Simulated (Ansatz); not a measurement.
# Decaying states in the gap of Bi2Te2ICl

A new crystal, Bi2Te2ICl: structure, gap and complex bands. It is built by putting I for Br, Te for O in the Bi2BrClO2 structure of space group P4mm, with the volume rescaled by atomic radii. The parent structure comes from the Materials Project.

Program: Ansatz 0.2.0. Level of theory: PBE DFT, plane waves, PAW files, in the first sound run; inputs show where later runs differ. Results are calculated unless marked as measured.

The structure was built from a prototype and need not be the compound's stable phase.

### 1. The structure

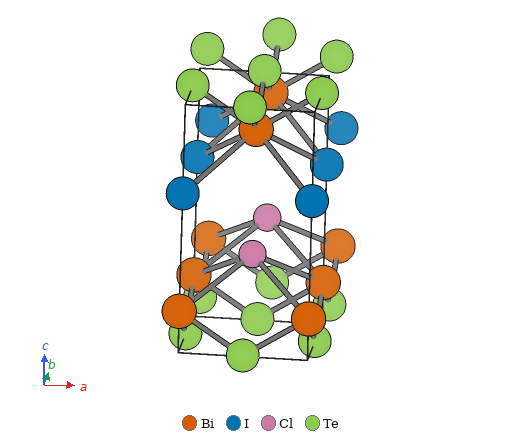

Start, viewed slightly off an axis; bismuth orange, iodine blue, chlorine pink, tellurium green. 1×2×1 cells are drawn. Some periodic images of atoms are drawn too.

### 2. Cell and atoms at rest

The substituted atoms don't fit the parent's cell, so cell and atoms relax together. A small smearing keeps the run stable in case the gap closes on the way.

Input file input.yaml:

```yaml
crystal:
  lattice:
    - [4.4580040546, 0.0, 0.0]
    - [0.0, 4.4580040546, 0.0]
    - [0.0, 0.0, 8.8639634871]
  atoms:
    - { symbol: Bi, position: [0.5, 0.5, 0.842513] }
    - { symbol: Bi, position: [0.0, 0.0, 0.166988] }
    - { symbol: I, position: [0.0, 0.0, 0.64219] }
    - { symbol: Cl, position: [0.5, 0.5, 0.339643] }
    - { symbol: Te, position: [0.0, 0.5, 0.004333] }
    - { symbol: Te, position: [0.5, 0.0, 0.004333] }
kpoints:
  mp_grid: { grid: [6, 6, 4] }
scf:
  occupations: { method: gaussian, width: 0.03 }
hamiltonian:
  xc: pbe
output:
  forces: true
  stress: true
relax:
  f_tol: 0.02
  max_steps: 60
  cell: {}
```

Started as:

```sh
ansatz run input.yaml --threads 2 --pin off --max-ram 4096MiB --backend cpu --events-out ev --progress --plain --runs-dir out
```

Numbers of over 12 decimals in the logs are rounded to 6 here.

Output:

```text
Engine: ansatz 0.2.0, x86_64-unknown-linux-gnu
Pseudopotentials: kind: paw
Pseudopotential: Bi, paw, valence charge 15, recommended cutoff 420 eV (normal), Bi.paw.azcp
Pseudopotential: I, paw, valence charge 17, recommended cutoff 420 eV (normal), I.paw.azcp
Pseudopotential: Cl, paw, valence charge 7, recommended cutoff 420 eV (normal), Cl.paw.azcp
Pseudopotential: Te, paw, valence charge 16, recommended cutoff 420 eV (normal), Te.paw.azcp
Functional definition: PBE
  parameter kappa = 0.804
  parameter beta = 0.066725
  exchange = pbe_x(kappa = kappa, mu = beta*pi^2/3)
  correlation = pbe_c(beta = beta)
Crystal: 6 atoms, lattice volume = 176.161 Å³
Basis set: ecut = 420 eV, 3453 PW (Γ), exchange–correlation on 60×60×120 points (8 copies of the dense FFT grid, shifted against one another)
Bands: 52, of which v1, the nominal top of the filled ones, is band 43 counted from 1 (42 counted from 0)
Symmetry: 8 space group operations
Space group: P4mm (ITA 99), of the structure as read, at distance tolerance 5.6e-5 Å
k-points: 30 of 144 (time reversal used)
Non-local potential: Bi, projectors of the file, l = 0: 2, l = 1: 2, l = 2: 2, l = 3: 2
Non-local potential: I, projectors of the file, l = 0: 2, l = 1: 2, l = 2: 2, l = 3: 2
Non-local potential: Cl, projectors of the file, l = 0: 2, l = 1: 2, l = 2: 2
Non-local potential: Te, projectors of the file, l = 0: 2, l = 1: 2, l = 2: 2, l = 3: 2
PAW form: soft (Blöchl's): semilocal exchange-correlation on the pseudo side does not see the compensation charge
PAW one-centre angular grid: Bi, 590 points (default); XC on 64 Gauss nodes
PAW one-centre angular grid: I, 590 points (default); XC on 64 Gauss nodes
PAW one-centre angular grid: Cl, 110 points (default); XC on 64 Gauss nodes
PAW one-centre angular grid: Te, 590 points (default); XC on 64 Gauss nodes
Initial density: superposition of atomic densities (neutral atoms: chi_scale 0, normalization atom), corrected by the library's trained network
Initial wavefunctions: pseudopotential atomic-orbital guess
Functional: x = pbe(κ = 0.804, μ = 0.219515), c = pbe(β = 0.066725)
SCF iter   1: F=—  HF=-47340.442118 eV  |F-HF|=—  |Δ(HF+E_count)|=         —  Δρ=2.94e-3  dr2=1.67e-2  ethr=1.77e-3  ⟨swp⟩=10.8  Hψ=7669  notcnv=0  defer=10
preconditioner: auto → LDOS  [metal: Δε(μ)=0.016 eV  Ē_g=10.068 eV  σ=0.030 eV  W_gap=0.27  n_scr=38 (ndim 8)  ℏωp=16.8 eV  f_vac=0.099  D(μ)=2.79/eV (n_scr^D=16)  β→1.0]
SCF iter   2: F=—  HF=-47340.445088 eV  |F-HF|=—  |Δ(HF+E_count)|=   2.97e-3  Δρ=1.47e-3  dr2=6.53e-3  ethr=1.95e-5  ⟨swp⟩=3.0  Hψ=3372  notcnv=0  defer=96
SCF iter   3: F=—  HF=-47340.443364 eV  |F-HF|=—  |Δ(HF+E_count)|=   1.72e-3  Δρ=4.75e-4  dr2=1.63e-3  ethr=7.59e-6  ⟨swp⟩=2.1  Hψ=2780  notcnv=0  defer=96
SCF iter   4: F=—  HF=-47340.443103 eV  |F-HF|=—  |Δ(HF+E_count)|=   2.62e-4  Δρ=2.11e-4  dr2=1.87e-4  ethr=1.89e-6  ⟨swp⟩=2.6  Hψ=2328  notcnv=0  defer=96
SCF iter   5: F=—  HF=-47340.443085 eV  |F-HF|=—  |Δ(HF+E_count)|=   1.73e-5  Δρ=1.16e-4  dr2=7.96e-5  ethr=2.17e-7  ⟨swp⟩=2.0  Hψ=2600  notcnv=0  defer=96
SCF iter   6: F=—  HF=-47340.443034 eV  |F-HF|=—  |Δ(HF+E_count)|=   5.18e-5  Δρ=4.07e-5  dr2=6.17e-6  ethr=9.26e-8  ⟨swp⟩=2.8  Hψ=2530  notcnv=0  defer=96
SCF iter   7: F=—  HF=-47340.443032 eV  |F-HF|=—  |Δ(HF+E_count)|=   1.19e-6  Δρ=1.70e-5  dr2=1.09e-6  ethr=7.17e-9  ⟨swp⟩=2.0  Hψ=2753  notcnv=0  defer=96
SCF iter   8: F=-47340.443032 eV  HF=-47340.443032 eV  |F-HF|=2.69e-8  |Δ(HF+E_count)|=   1.43e-7  Δρ=5.70e-6  dr2=9.12e-8  ethr=1.16e-10  ⟨swp⟩=4.0  Hψ=6835  notcnv=0
SCF 1 converged in 8 iterations: F = -47340.443032 eV  dr2 = 9.12e-8
  greatest PAW one-centre occupation: 0.999 electrons in one spin orbital (limit 2), on the I atom at site 2 (counted from 0), in its partial waves of l = 2
relax step   1: F+E_penalty+E_count = -47340.44303231 eV  Δ(F+E_penalty+E_count) = +0.000e0 eV  max|allowed force component| = 8.170e0 eV/Å  Δτ_max = 0.0000 Å  P = +28.034 GPa  Ω = 176.161 Å³  (8 SCF iters, dr2 threshold 1.00e-7 eV, accepted)
Crystal: 6 atoms, lattice volume = 188.918 Å³
Basis set: ecut = 420 eV, 3711 PW (Γ), exchange–correlation on 60×60×120 points (8 copies of the dense FFT grid, shifted against one another)
Initial density: handed on by an earlier stage of this run
Initial wavefunctions: those handed on with the density
iter 1 solved again at ethr=2.16e-4 eV; its pass at ethr=3.10e-3 eV (dr2=1.86e-1 eV) is discarded
SCF iter   1: F=—  HF=-47344.372121 eV  |F-HF|=—  |Δ(HF+E_count)|=         —  Δρ=7.65e-3  dr2=1.81e-1  ethr=2.16e-4  ⟨swp⟩=2.7  Hψ=8984  notcnv=0
preconditioner: auto → Resta (q_TF=auto, 2.393 Å⁻¹)  ε∞=3.9  [insulator: Δε(μ)=0.100 eV  Ē_g=9.546 eV  σ=0.030 eV  W_gap=0.98  n_scr=46 (ndim 8)  ℏωp=16.2 eV  f_vac=0.093  D(μ)=0.21/eV (n_scr^D=0)  ε∞_Penn≈3.9]
SCF iter   2: F=—  HF=-47344.346798 eV  |F-HF|=—  |Δ(HF+E_count)|=   2.53e-2  Δρ=3.69e-3  dr2=1.66e-2  ethr=2.10e-4  ⟨swp⟩=3.8  Hψ=2269  notcnv=0
SCF iter   3: F=—  HF=-47344.347382 eV  |F-HF|=—  |Δ(HF+E_count)|=   5.84e-4  Δρ=1.54e-3  dr2=3.29e-3  ethr=1.93e-5  ⟨swp⟩=2.1  Hψ=2436  notcnv=0  defer=33
SCF iter   4: F=—  HF=-47344.348059 eV  |F-HF|=—  |Δ(HF+E_count)|=   6.77e-4  Δρ=2.45e-4  dr2=1.56e-4  ethr=3.83e-6  ⟨swp⟩=2.1  Hψ=2154  notcnv=0  defer=33
SCF iter   5: F=—  HF=-47344.348143 eV  |F-HF|=—  |Δ(HF+E_count)|=   8.39e-5  Δρ=7.80e-5  dr2=2.04e-5  ethr=1.81e-7  ⟨swp⟩=2.0  Hψ=2595  notcnv=0  defer=33
SCF iter   6: F=—  HF=-47344.348154 eV  |F-HF|=—  |Δ(HF+E_count)|=   1.07e-5  Δρ=2.84e-5  dr2=4.31e-6  ethr=2.37e-8  ⟨swp⟩=2.0  Hψ=2074  notcnv=0  defer=33
SCF iter   7: F=-47344.348155 eV  HF=-47344.348155 eV  |F-HF|=1.30e-8  |Δ(HF+E_count)|=   1.50e-6  Δρ=1.04e-5  dr2=4.66e-7  ethr=6.98e-10  ⟨swp⟩=3.8  Hψ=6737  notcnv=0
SCF 2 converged in 7 iterations: F = -47344.348155 eV  dr2 = 4.66e-7
relax step   2: F+E_penalty+E_count = -47344.34815543 eV  Δ(F+E_penalty+E_count) = -3.905e0 eV  max|allowed force component| = 3.412e0 eV/Å  Δτ_max = 0.1950 Å  P = +13.295 GPa  Ω = 188.918 Å³  energy of the carried Pulay correction = -2.752e-3 eV  (7 SCF iters, dr2 threshold 6.00e-7 eV, accepted)
Crystal: 6 atoms, lattice volume = 207.355 Å³
Basis set: ecut = 420 eV, 4027 PW (Γ), exchange–correlation on 60×60×120 points (8 copies of the dense FFT grid, shifted against one another)
iter 1 solved again at ethr=6.42e-4 eV; its pass at ethr=3.10e-3 eV (dr2=5.52e-1 eV) is discarded
SCF iter   1: F=—  HF=-47346.042805 eV  |F-HF|=—  |Δ(HF+E_count)|=         —  Δρ=6.84e-3  dr2=5.56e-1  ethr=6.42e-4  ⟨swp⟩=1.9  Hψ=8994  notcnv=0
[...]
relax step  18: F+E_penalty+E_count = -47347.14910358 eV  Δ(F+E_penalty+E_count) = -7.093e-2 eV  max|allowed force component| = 1.871e-1 eV/Å  Δτ_max = 0.0606 Å  P = +0.326 GPa  Ω = 221.823 Å³  energy of the carried Pulay correction = -1.434e-3 eV  (7 SCF iters, dr2 threshold 6.00e-7 eV, accepted)
relax step  19: F+E_penalty+E_count = -47347.22622527 eV  Δ(F+E_penalty+E_count) = -7.712e-2 eV  max|allowed force component| = 3.832e-1 eV/Å  Δτ_max = 0.1414 Å  P = +0.118 GPa  Ω = 229.815 Å³  energy of the carried Pulay correction = -2.595e-3 eV  (7 SCF iters, dr2 threshold 6.00e-7 eV, accepted)
relax step  20: F+E_penalty+E_count = -47347.29196907 eV  Δ(F+E_penalty+E_count) = -6.574e-2 eV  max|allowed force component| = 1.026e-1 eV/Å  Δτ_max = 0.2000 Å  P = +0.180 GPa  Ω = 235.483 Å³  energy of the carried Pulay correction = -3.429e-3 eV  (7 SCF iters, dr2 threshold 6.00e-7 eV, accepted)
relax step  21: F+E_penalty+E_count = -47347.30527781 eV  Δ(F+E_penalty+E_count) = -1.331e-2 eV  max|allowed force component| = 4.866e-1 eV/Å  Δτ_max = 0.1949 Å  P = +0.053 GPa  Ω = 244.027 Å³  energy of the carried Pulay correction = -4.701e-3 eV  (7 SCF iters, dr2 threshold 6.00e-7 eV, accepted)
relax step  22: F+E_penalty+E_count = -47347.32085600 eV  Δ(F+E_penalty+E_count) = -1.558e-2 eV  max|allowed force component| = 9.185e-2 eV/Å  Δτ_max = 0.1079 Å  P = +0.054 GPa  Ω = 245.812 Å³  energy of the carried Pulay correction = -4.971e-3 eV  (6 SCF iters, dr2 threshold 6.00e-7 eV, accepted)
relax step  23: F+E_penalty+E_count = -47347.32291351 eV  Δ(F+E_penalty+E_count) = -2.058e-3 eV  max|allowed force component| = 2.551e-2 eV/Å  Δτ_max = 0.0556 Å  P = -0.053 GPa  Ω = 245.221 Å³  energy of the carried Pulay correction = -4.881e-3 eV  (5 SCF iters, dr2 threshold 5.27e-7 eV, accepted)
relax step  24: F+E_penalty+E_count = -47347.32328154 eV  Δ(F+E_penalty+E_count) = -3.680e-4 eV  max|allowed force component| = 5.154e-3 eV/Å  Δτ_max = 0.0055 Å  P = +0.014 GPa  Ω = 244.704 Å³  energy of the carried Pulay correction = -4.804e-3 eV  (5 SCF iters, dr2 threshold 4.07e-8 eV, accepted)
relax step  25: F+E_penalty+E_count = -47347.34030893 eV  Δ(F+E_penalty+E_count) = -1.703e-2 eV  max|allowed force component| = 4.254e-3 eV/Å  Δτ_max = 0.0000 Å  P = +0.160 GPa  Ω = 244.704 Å³  stress off target by 2.34e-1 GPa  SCF on the basis re-selected at this cell (its energy is not comparable with the rows above)  (8 SCF iters)
relax step  26: F+E_penalty+E_count = -47347.34359888 eV  Δ(F+E_penalty+E_count) = -3.290e-3 eV  max|allowed force component| = 1.385e-2 eV/Å  Δτ_max = 0.0541 Å  P = +0.039 GPa  Ω = 245.995 Å³  energy of the carried Pulay correction = -1.399e-4 eV  (6 SCF iters, dr2 threshold 1.36e-7 eV, accepted)
relax step  27: F+E_penalty+E_count = -47347.34394208 eV  Δ(F+E_penalty+E_count) = -3.432e-4 eV  max|allowed force component| = 5.220e-3 eV/Å  Δτ_max = 0.0256 Å  P = +0.005 GPa  Ω = 246.830 Å³  energy of the carried Pulay correction = -2.370e-4 eV  (7 SCF iters, dr2 threshold 8.41e-9 eV, accepted)
Basis set: ecut = 420 eV, 4811 PW (Γ), exchange–correlation on 90×90×96 points (8 copies of the dense FFT grid, shifted against one another)
iter 1 solved again at ethr=2.24e-7 eV; its pass at ethr=3.10e-3 eV (dr2=1.92e-4 eV) is discarded
SCF iter   1: F=—  HF=-47347.338429 eV  |F-HF|=—  |Δ(HF+E_count)|=         —  Δρ=2.16e-4  dr2=2.70e-6  ethr=2.24e-7  ⟨swp⟩=3.8  Hψ=12011  notcnv=0
preconditioner: auto → Resta (q_TF=auto, 2.289 Å⁻¹)  ε∞=3.6  [insulator: Δε(μ)=0.638 eV  Ē_g=8.846 eV  σ=0.030 eV  W_gap=1.00  n_scr=48 (ndim 8)  ℏωp=14.2 eV  f_vac=0.141  D(μ)=0.00/eV (n_scr^D=0)  ε∞_Penn≈3.6]
SCF iter   2: F=—  HF=-47347.342574 eV  |F-HF|=—  |Δ(HF+E_count)|=   4.15e-3  Δρ=1.09e-4  dr2=6.51e-7  ethr=3.14e-9  ⟨swp⟩=2.4  Hψ=2958  notcnv=0
SCF iter   3: F=—  HF=-47347.344169 eV  |F-HF|=—  |Δ(HF+E_count)|=   1.59e-3  Δρ=9.79e-6  dr2=4.12e-8  ethr=7.57e-10  ⟨swp⟩=2.1  Hψ=2105  notcnv=0
SCF iter   4: F=—  HF=-47347.344181 eV  |F-HF|=—  |Δ(HF+E_count)|=   1.22e-5  Δρ=1.35e-6  dr2=2.53e-9  ethr=4.79e-11  ⟨swp⟩=2.0  Hψ=2484  notcnv=0
SCF iter   5: F=—  HF=-47347.344181 eV  |F-HF|=—  |Δ(HF+E_count)|=   2.07e-7  Δρ=2.97e-7  dr2=5.74e-10  ethr=2.94e-12  ⟨swp⟩=2.0  Hψ=2363  notcnv=0
SCF iter   6: F=—  HF=-47347.344181 eV  |F-HF|=—  |Δ(HF+E_count)|=   1.52e-9  Δρ=9.82e-8  dr2=6.90e-11  ethr=1.00e-12  ⟨swp⟩=2.0  Hψ=1955  notcnv=0
SCF iter   7: F=-47347.344181 eV  HF=-47347.344181 eV  |F-HF|=1.46e-11  |Δ(HF+E_count)|=  7.28e-11  Δρ=2.75e-8  dr2=3.47e-12  ethr=1.00e-12  ⟨swp⟩=5.0  Hψ=5654  notcnv=0
SCF 28 converged in 7 iterations: F = -47347.344181 eV  dr2 = 3.47e-12
relax step  28: F+E_penalty+E_count = -47347.34418129 eV  Δ(F+E_penalty+E_count) = -2.392e-4 eV  max|allowed force component| = 5.236e-3 eV/Å  Δτ_max = 0.0000 Å  P = +0.005 GPa  Ω = 246.830 Å³  stress off target by 1.07e-2 GPa  SCF on the basis re-selected at this cell (its energy is not comparable with the rows above)  (7 SCF iters)
basis re-selected at this cell: Δ(F+E_penalty+E_count) = -2.392e-4 eV, ΔP = -0.001 GPa vs the last step (what re-selecting the basis moved, of the pressure what is left beyond the Pulay correction that the steps carried, after the strain that the cell walked since its last selection, with what the two solves' SCF thresholds leave and, on support functions, any second-order correction that the steps lacked; it is no measure of the basis error at this ecutwfc). The dense FFT grid was sized anew with the basis: this SCF ran on 45×45×48 points, the steps before it on 40×40×48, so part of this shift can come from that change (see relax.cell in the input reference). [rest of the remark cut]
SCF converged after 7 iterations
Free energy (F): -47347.344181 eV
Harris-Foulkes:  -47347.344181 eV  (|F-HF|=1.46e-11)
Internal energy: -47347.344181 eV  (E = F + TS)
E sigma→0 (E₀):  -47347.344181 eV
Fermi energy:    5.311603 eV
--- Per-component energies (eV) ---
  E_band       = -1374.766410
  E_kinetic    = 1309.121381
  E_local      = -9633.904225  (includes V_loc(G=0)·N_el)
  E_nonlocal   = 439.977456
  E_hartree    = 4499.536168
  E_xc         = -784.540976
  E_vxc        = -744.286459  (∫ρ·V_xc dr)
  E_paw        = -36125.426242  (= ΣΔE_a)
  E_vpaw       = -1744.745825  (= ΣTr[D̂ρ^β])
  E_aug_tail   = -0.001149  (compensation charges beyond the density's cutoff)
  E_ewald      = -7052.106593
  E_smearing   = -0.000000  (= −TS)
  E_closure    = 0.000000  (closes the sum)
  Σ components = -47347.344181   (vs F -47347.344181, Δ=0.00e0)
--- Forces (eV/Å), atoms counted from 1 ---
  atom   1  Bi    -0.00000000     0.00000000     0.00523629
  atom   2  Bi    -0.00000000    -0.00000000    -0.00332655
  atom   3  I      0.00000000     0.00000000    -0.00020350
  atom   4  Cl    -0.00000000    -0.00000000    -0.00162539
  atom   5  Te     0.00000000     0.00000000    -0.00003980
  atom   6  Te    -0.00000000     0.00000000    -0.00003980
  max |Σ_I F_I| component: 1.26e-6 eV/Å
--- Stress (GPa, compression-positive) ---
        0.001839       0.000000       0.000000
        0.000000       0.001839      -0.000000
        0.000000      -0.000000       0.010652
  P = ⅓ Tr σ = 0.0048 GPa (0.048 kbar)
--- Relaxed structure (25 steps of the walk, 23 accepted, 3 SCFs on fresh bases) ---
  F+E_penalty+E_count = -47347.34418129 eV   max|allowed force component| = 5.236e-3 eV/Å   (the final SCF, on the basis selected at the relaxed cell)
  cell:  # Å, volume = 246.8297 Å³
    - [6.018143, 0, -7.029659291564878e-17]
    - [0, 6.018143, 0]
    - [-1.3977251371696048e-16, 0, 6.815102]
  atoms:
    - { symbol: Bi, position: [0.5, 0.5, 0.844759] }
    - { symbol: Bi, position: [-1.2817955050019129e-17, 0, 0.133807] }
    - { symbol: I, position: [-3.3167165999483387e-17, 0, 0.556334] }
    - { symbol: Cl, position: [0.5, 0.5, 0.475476] }
    - { symbol: Te, position: [-3.6782445842409215e-18, 0.5, -0.00518849] }
    - { symbol: Te, position: [0.5, 0, -0.00518849] }
```

Elapsed: 4.5 min, on 2 threads of Intel Xeon 6975P-C (Granite Rapids), shared host; peak memory 0.75 GiB.

Step by step (22 of 28):

| step | energy less that of the first step (eV) | largest force component (eV/Å) | pressure (GPa) | volume (Å³) |
| --- | --- | --- | --- | --- |
| 1 | 0.0000 | 8.1698 | 28.03 | 176.16 |
| 2 | -3.9051 | 3.4123 | 13.29 | 188.92 |
| 4 | -6.0619 | 0.5099 | 1.19 | 219.07 |
| 5 | -6.2278 | 0.2730 | -0.42 | 221.27 |
| 6 | -6.3142 | 0.2477 | -0.03 | 212.56 |
| 7 | -6.3406 | 0.1751 | 0.03 | 210.99 |
| 9 | -6.4133 | 0.2052 | 0.65 | 205.39 |
| 10 | -6.4572 | 0.1227 | 0.79 | 205.95 |
| 11 | -6.3851 | 0.5502 | -1.59 | 220.42 |
| 13 | -6.4688 | 0.3098 | 0.23 | 212.16 |
| 14 | -6.4785 | 0.0328 | -0.08 | 211.87 |
| 15 | -6.4788 | 0.0036 | 0.01 | 211.77 |
| 16* | -6.5936 | 0.0053 | 1.00 | 211.77 |
| 18 | -6.7061 | 0.1871 | 0.33 | 221.82 |
| 19 | -6.7832 | 0.3832 | 0.12 | 229.81 |
| 20 | -6.8489 | 0.1026 | 0.18 | 235.48 |
| 22 | -6.8778 | 0.0919 | 0.05 | 245.81 |
| 23 | -6.8799 | 0.0255 | -0.05 | 245.22 |
| 24 | -6.8802 | 0.0052 | 0.01 | 244.70 |
| 25* | -6.8973 | 0.0043 | 0.16 | 244.70 |
| 27 | -6.9009 | 0.0052 | 0.01 | 246.83 |
| 28* | -6.9011 | 0.0052 | 0.00 | 246.83 |

Relaxation steps marked * repeat the geometry before them on a plane-wave basis chosen anew for their cell, so energy and pressure can jump there. Other such steps can lie between the rows shown. Relaxation steps 11, 13 were tried and not accepted.

Forces are held to the 8 operations that the run works with; a distortion that breaks them can't arise in this run.

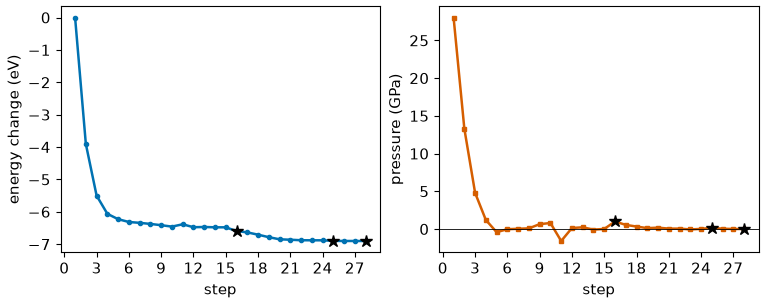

Energy and pressure along the relaxation. Stars mark steps on a basis chosen anew.

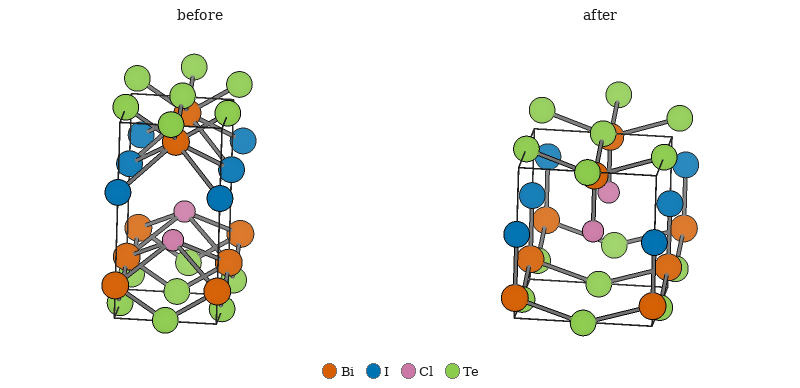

Before and after, at one scale.

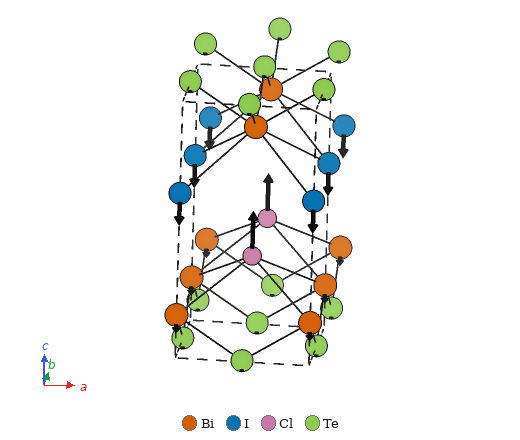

Displacements in the relaxation, exaggerated, measured against the changing cell; the longest in the cell stands for 0.93 Å. 1×2×1 cells are drawn. Some periodic images of atoms are drawn too.

| cell as run | before | after | change |
| --- | --- | --- | --- |
| a (Å) | 4.458 | 6.018 | +35.0 % |
| b (Å) | 4.458 | 6.018 | +35.0 % |
| c (Å) | 8.864 | 6.815 | -23.1 % |
| volume (Å³/atom) | 29.36 | 41.14 | +40.1 % |

The atoms that moved most (Å, as changes of fractional coordinates times the final cell):

| atom | dx | dy | dz | length |
| --- | --- | --- | --- | --- |
| Cl4 | 0.000 | 0.000 | 0.926 | 0.926 |
| I3 | 0.000 | 0.000 | -0.585 | 0.585 |
| Bi2 | 0.000 | 0.000 | -0.226 | 0.226 |
| Te5 | 0.000 | 0.000 | -0.065 | 0.065 |
| Te6 | 0.000 | 0.000 | -0.065 | 0.065 |
| Bi1 | 0.000 | 0.000 | 0.015 | 0.015 |

The relaxed structure:

```cif
data_structure
_symmetry_space_group_name_H-M 'P 1'
_symmetry_Int_Tables_number 1
_cell_length_a 6.0181
_cell_length_b 6.0181
_cell_length_c 6.8151
_cell_angle_alpha 90.000
_cell_angle_beta 90.000
_cell_angle_gamma 90.000
_cell_volume 246.83
loop_
_atom_site_label
_atom_site_type_symbol
_atom_site_fract_x
_atom_site_fract_y
_atom_site_fract_z
_atom_site_occupancy
Bi1 Bi 0.50000 0.50000 0.84476 1
Bi2 Bi 0.00000 0.00000 0.13381 1
I3 I 0.00000 0.00000 0.55633 1
Cl4 Cl 0.50000 0.50000 0.47548 1
Te5 Te 0.00000 0.50000 0.99481 1
Te6 Te 0.50000 0.00000 0.99481 1
```

Numbers from this step:

```yaml
free_energy: -47347.3442 eV
fermi_energy: 5.312 eV
pressure: 0.004777 GPa
```

The largest force component on a free atom ends at 0.0052 eV/Å.

(Continued in part 2 of 3.)

[Logs are printed without paths, hosts, clocks, repeated set-up lines and the standing remarks that a program may print on its own settings, such as how far it seeks lower states.]

[Hosts, paths, dates, database ids (printed as entryN), source tags and the programs' standing remarks are cut or masked in the printed files.]

[New means built here by substitution; the compound itself may be known and measured.]
